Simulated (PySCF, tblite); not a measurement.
# silicon monosulfide (SiS): isotopologues and vibrational averages

Aim: rotational constants, zero-point energies and shieldings of isotopologues of silicon monosulfide (SiS) (`[Si-]#[S+]`).

Programs: PySCF 2.14.0 with density-fitted response routines of our own, and tblite 0.8.0. All values are computed, except where a source is named. Atoms count from 0 throughout.

## 1. The starting structure

2 atoms, charge 0, multiplicity 1; geometry from: force field or distance geometry start.

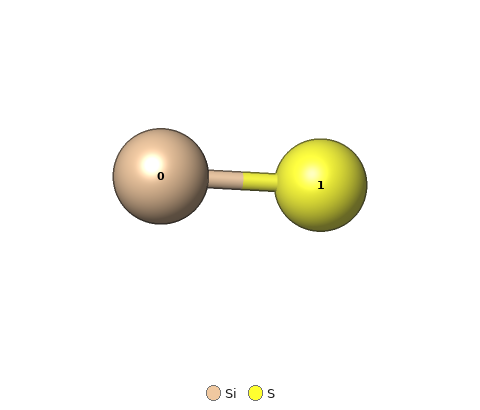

The starting geometry (silicon light orange, sulfur yellow), atoms numbered.

## 2. GFN2-xTB relaxation, lowest of a short conformer search

The job: settings as JSON, then the geometry in Å.

```
{"job": {"xc": "GFN2-xTB", "basis": "xTB", "kind": "relax"}, "charge": 0, "multiplicity": 1}
Si     0.863900    -0.012200    -0.010600
S     -0.852900     0.017300    -0.046000
```

Command:

```
OMP_NUM_THREADS=1 python ens_run.py task.json out
```

This one command runs the whole study; its stages follow in the order run.

Output:

```text
step      E/eV     max force
  0    -132.34859   26.462
  1    -134.83906    2.550
  2    -134.91949    2.000
  3    -134.97284    1.713
  4    -135.00697    0.411
  5    -135.00972    0.065
  6    -135.00978    0.003
```

It took 0.04 s on 1 thread of AMD EPYC 7B13, shared host.

Gain 2.661 eV; displacement 0.14 Å root mean square.

## 3. Tight optimisation and Hessian

The job: settings as JSON, then the geometry in Å.

```
{"job": {"xc": "PBE0", "basis": "pcSseg-2", "grid": 2, "temperatures": [298.15, 400], "kind": "geom"}, "charge": 0, "multiplicity": 1}
Si     1.005086    -0.014665    -0.007647
S     -0.994058     0.019738    -0.048947
```

Output:

```text
step   0  E = -18706.7195983 eV  max force = 1.98120
step   1  E = -18706.7932407 eV  max force = 0.32359
step   2  E = -18706.7948613 eV  max force = 0.05837
step   3  E = -18706.7949138 eV  max force = 0.00135
step   4  E = -18706.7949138 eV  max force = 0.00135
step   5  E = -18706.7949138 eV  max force = 0.00035
harmonic wavenumbers (cm-1): 767.2
```

Run time: 19 s. Hardware: 1 thread of AMD EPYC 7B13, shared host; peak memory 0.43 GiB.

## 4. Displacements along the modes, parent

The job: settings as JSON, then the geometry in Å.

```
{"job": {"xc": "PBE0", "basis": "pcSseg-2", "grid": 2, "temperatures": [298.15, 400], "kind": "vib", "mass_numbers": [28, 32]}, "charge": 0, "multiplicity": 1}
Si     0.969086    -0.014045    -0.008391
S     -0.958058     0.019118    -0.048204
```

Output:

```text
mode    cm-1    km/mol   phi_rrr   E(+)/cm-1  E(-)/cm-1
  1    767.15    54.45     188.6     145.12     131.55
```

Wall time 3.1 s (1 thread of AMD EPYC 7B13, shared host); peak memory 0.36 GiB.

## 5. Displacements along the modes, 34S at atom 1

The job: settings as JSON, then the geometry in Å.

```
{"job": {"xc": "PBE0", "basis": "pcSseg-2", "grid": 2, "temperatures": [298.15, 400], "kind": "vib", "mass_numbers": [28, 34]}, "charge": 0, "multiplicity": 1}
Si     0.969086    -0.014045    -0.008391
S     -0.958058     0.019118    -0.048204
```

Output:

```text
mode    cm-1    km/mol   phi_rrr   E(+)/cm-1  E(-)/cm-1
  1    756.56    52.96     184.7     143.07     129.78
```

Run time: 3.2 s. Hardware: 1 thread of AMD EPYC 7B13, shared host; peak memory 0.43 GiB.

## 6. Displacements along the modes, 30Si at atom 0

The job: settings as JSON, then the geometry in Å.

```
{"job": {"xc": "PBE0", "basis": "pcSseg-2", "grid": 2, "temperatures": [298.15, 400], "kind": "vib", "mass_numbers": [30, 32]}, "charge": 0, "multiplicity": 1}
Si     0.969086    -0.014045    -0.008391
S     -0.958058     0.019118    -0.048204
```

Output:

```text
mode    cm-1    km/mol   phi_rrr   E(+)/cm-1  E(-)/cm-1
  1    753.40    52.52     183.6     142.46     129.25
```

It took 3.1 s on 1 thread of AMD EPYC 7B13, shared host; peak memory 0.43 GiB.

## 7. Displacements along the modes, 30Si at atom 0, 34S at atom 1

The job: settings as JSON, then the geometry in Å.

```
{"job": {"xc": "PBE0", "basis": "pcSseg-2", "grid": 2, "temperatures": [298.15, 400], "kind": "vib", "mass_numbers": [30, 34]}, "charge": 0, "multiplicity": 1}
Si     0.969086    -0.014045    -0.008391
S     -0.958058     0.019118    -0.048204
```

Output:

```text
mode    cm-1    km/mol   phi_rrr   E(+)/cm-1  E(-)/cm-1
  1    742.61    51.03     179.6     140.37     127.44
```

It took 3.1 s on 1 thread of AMD EPYC 7B13, shared host; peak memory 0.43 GiB.

## 8. Vibrational averages by isotopologue

The job: settings as JSON, then the geometry in Å.

```
{"job": {"xc": "PBE0", "basis": "pcSseg-2", "grid": 2, "temperatures": [298.15, 400], "kind": "iso"}, "charge": 0, "multiplicity": 1}
Si     0.969086    -0.014045    -0.008391
S     -0.958058     0.019118    -0.048204
```

Output:

```text
parent
  Be/MHz None 9113.521 9113.521
  B0/MHz None 9092.816 9092.816
  ZPE/cm-1 383.6
  <sigma>(0 K)/ppm -65.951 -126.056
34S at atom 1
  Be/MHz None 8863.629 8863.629
  B0/MHz None 8843.77 8843.77
  ZPE/cm-1 378.3
  <sigma>(0 K)/ppm -65.913 -125.969
30Si at atom 0
  Be/MHz None 8789.721 8789.721
  B0/MHz None 8770.109 8770.109
  ZPE/cm-1 376.7
  <sigma>(0 K)/ppm -65.902 -125.944
30Si at atom 0, 34S at atom 1
  Be/MHz None 8539.829 8539.829
  B0/MHz None 8521.048 8521.048
  ZPE/cm-1 371.3
  <sigma>(0 K)/ppm -65.864 -125.856
```

It took 33 s on 1 thread of AMD EPYC 7B13, shared host; peak memory 0.43 GiB. This counts the whole study up to here.

Rotational constants (MHz) at equilibrium and in the ground state:

```tsv
isotopologue	Be	B0	zero-point change (cm⁻¹)
parent	9113.5	9092.8	0.0
34S at atom 1	8863.6	8843.8	-5.3
30Si at atom 0	8789.7	8770.1	-6.9
30Si at atom 0, 34S at atom 1	8539.8	8521.0	-12.3
```

Shieldings of the first species (ppm): at equilibrium, the vibrational parts at 0 K, and the averages:

```tsv
atom	equilibrium	anharmonic	harmonic	0 K	298.15 K	400 K
Si0	-63.24	-1.57	-1.15	-65.95	-66.48	-66.84
S1	-119.81	-4.13	-2.12	-126.06	-127.39	-128.27
```

Isotope effects on the shieldings at 0 K (ppb; positive means more shielded):

```tsv
atom	34S at atom 1	30Si at atom 0	30Si at atom 0, 34S at atom 1
Si0	38	49	87
S1	86	112	200
```

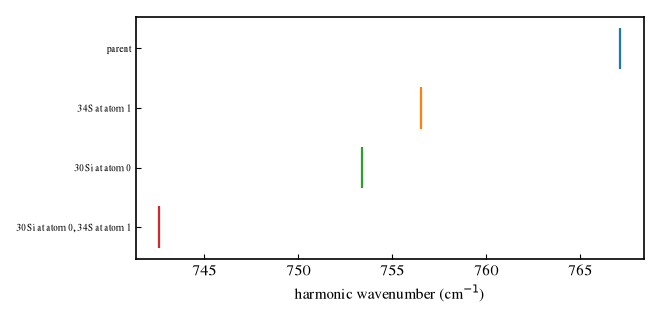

Harmonic wavenumbers of each isotopologue.

## 9. Results

| quantity | value |
| --- | --- |
| point group | C∞v |
| B0 of the first species | 9092.8 MHz |
| zero-point energy | 384 cm⁻¹ |
| zero-point change of σ(S1) | -6.24 ppm |

In words: Zero-point motion changes the shielding of S1 most, by -6.24 ppm. The largest secondary isotope effect is 112 ppb on S1, 1 bond from the change (30Si at atom 0).
